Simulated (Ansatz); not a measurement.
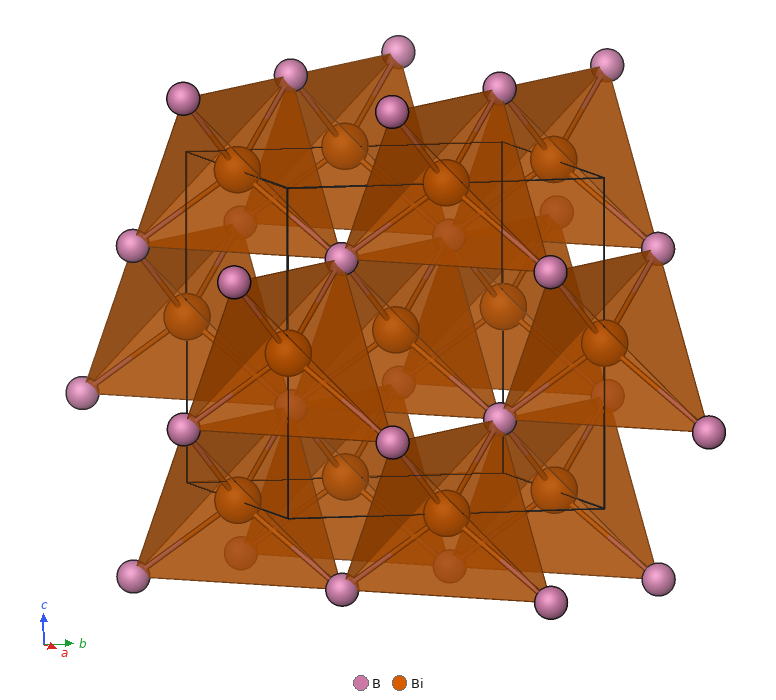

View slightly off an axis, drawn as a polyhedral model. One drawn cell (a repeat of the simulation cell) is framed, with atoms on its boundary repeated. Some atoms of the next cells are drawn as well.

BiB, a = 5.476 Å, b = 5.476 Å, c = 5.476 Å, α = 90.29°, β = 90.29°, γ = 90.29°. Strictly the space group is R3m (No. 160, within 0.01 Å). It is a distorted form of a face-centred cubic structure, space group F-43m (No. 216) within 0.25 Å: zinc blende (sphalerite type). The structure was taken from a structure type filled with these elements by a generator (whether the compound takes this form wasn't checked). The cell was then strained or its atoms displaced on purpose. It was run through Ansatz as a DFT input.

This one geometry was computed with Ansatz (DFT, plane waves, PAW) at three levels of theory: PBE, r2SCAN and HSE06. It was relaxed with r2SCAN and then strained.

### Which level gives the highest pressure at this volume, and what does that say about its equilibrium volume?

Highest: PBE (1.9 GPa), which points to the largest equilibrium volume. Lowest, with the smallest volume: HSE06 (-1.2 GPa). Levels within 0.5 GPa of each other can't be told apart.

### How does the band gap change with the level of theory?

PBE: a gap of 0.31 eV, direct; r2SCAN: a gap of 0.41 eV, direct; HSE06: a gap of 0.86 eV, indirect.

### Collect the results in a table.

| level | cutoff (eV) | k-mesh of the run's cell | gap (eV) | pressure (GPa) |
| --- | --- | --- | --- | --- |
| PBE | 420 | 8×8×8 | 0.31 | 1.9 |
| r2SCAN | 500 | 8×8×8 | 0.41 | 0.6 |
| HSE06 | 420 | 6×6×6 | 0.86 | -1.2 |

Gaps are taken on the k-mesh or band path of each run.
